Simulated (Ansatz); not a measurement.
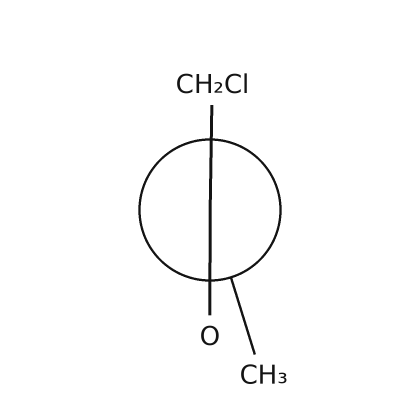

A Newman projection along the C–S bond, carbon in front; angles are drawn as computed, but eclipsed bonds slightly apart. The geometry was computed by an optimisation with PBE-D4/def2-SVP. No frequency run is at hand to confirm it as a minimum.

### Which molecule is it?

C3H5ClOS, CSC(=O)CCl

### What is the torsion angle from the front O to the back CH3? The sign is positive where the front bond must turn clockwise to cover the back bond.

−2°, synperiplanar (eclipsed).
